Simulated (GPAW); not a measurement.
Consider TiSe (P6_3/mmc).

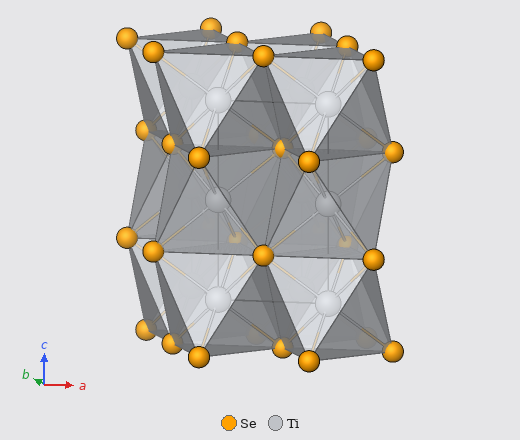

The structure (selenium orange, titanium light grey). Some periodic images of atoms are drawn too.

```xyz
4
Lattice="3.5590 0.0000 0.0000 -1.7795 3.0822 0.0000 0.0000 0.0000 6.2200" Properties=species:S:1:pos:R:3 pbc="T T T"
Se    1.7795    1.0274    4.6650
Se    0.0000    2.0548    1.5550
Ti    0.0000    0.0000    3.1100
Ti    0.0000    0.0000    0.0000
```

Absorber: atom 3, with 6 Se at 2.58 Å (octahedral, site symmetry -3m). Method: GPAW, LDA, excited-electron core hole (neutral cell), 12-atom cell with 6.2 Å between holes, 5×5×5 k points, dipole transitions, Gaussian full width 0.9 eV up to 4 eV, rising linearly to 3.5 eV at 25 eV.

Predict the near-edge structure at the Ti L₃ edge.

Main maxima up to 30 eV above the zero (height): 0.8 eV (6.78) and 7.7 eV (0.86). At an L edge the dipole rule selects empty d (and weakly s) states on the absorber, and the strong line at the onset measures the empty part of its d band. 2p–3d multiplets, which reshape such L edges, aren't in a one-electron spectrum. The total-energy difference is 455.32 eV. Two terms are added: -1.48 eV, since the hole is spin-paired here and a spin-polarised one costs that much less in the free atom (computed apart); −2.13 eV, a third of the tabulated L₂–L₃ splitting, since the scalar-relativistic hole is their mean. The photon energy is then 451.71 eV. The tabulated edge of the element is 453.8 eV. The functional leaves an error of a few eV in such absolute values.

The Ti L₃ spectrum (energy from the lowest empty level; intensity scaled to a mean of 1 over the first 20 eV; polarised curves are means over the symmetry-equivalent atoms):

```tsv
E (eV)	isotropic	ε ⊥ c	ε ∥ c
-2.0	0.00	0.00	0.00
-0.5	0.49	0.53	0.40
1.0	6.45	6.38	6.60
2.5	2.13	2.02	2.35
4.0	0.24	0.25	0.24
5.5	0.38	0.40	0.33
7.0	0.64	0.68	0.57
8.5	0.62	0.61	0.63
10.0	0.36	0.34	0.41
11.5	0.28	0.28	0.29
13.0	0.39	0.39	0.39
14.5	0.45	0.44	0.46
16.0	0.44	0.45	0.40
17.5	0.42	0.43	0.39
19.0	0.38	0.37	0.39
20.5	0.35	0.34	0.37
22.0	0.36	0.35	0.38
23.5	0.40	0.39	0.41
25.0	0.40	0.40	0.39
26.5	0.39	0.40	0.36
28.0	0.39	0.40	0.36
29.5	0.39	0.40	0.37
31.0	0.38	0.38	0.37
```

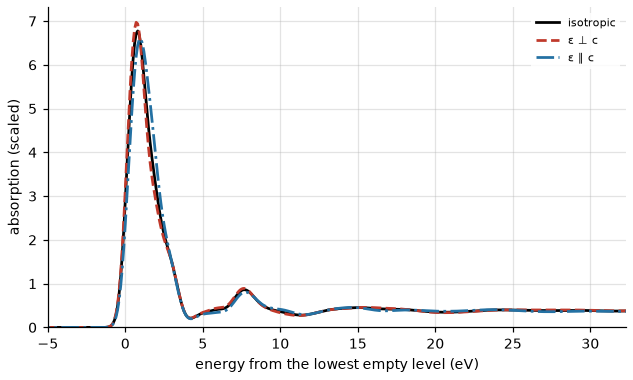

The Ti L₃ edge.

One-electron theory leaves out the 2p–3d multiplets that shape measured L edges of 3d elements, and the L₂ edge isn't added. The unit cell's mesh shows no gap over 0.35 eV. That is right for a metallic compound; for a small-gap or correlated insulator it would be the fault of the functional or of the assumed magnetic order, and the hole would be screened too well. The holes are only 6.2 Å apart, so the shape is probably not converged with cell size; no larger cell was run here. The mesh is coarse (0.24 Å⁻¹ between points), so small maxima may be mesh ripples. The structure is a published determination, not relaxed.

[Banner, clock and machine lines of the logs are left out without a mark of their own.]

[Logs are printed without paths, hosts, clocks, repeated set-up lines and the standing remarks that a program may print on its own settings, such as how far it seeks lower states.]

[Hosts, paths, dates, database ids (printed as entryN), source tags and the programs' standing remarks are cut or masked in the printed files.]

[Lists of maxima count a maximum above −3 eV only where it reaches 4 % of the highest in the window and stands out from its surroundings by 2 % of it (1.5 % where it reaches 55 %); shoulders and weaker maxima are passed over, and of the rest the first, up to two pre-edge ones and the few strongest are named.]
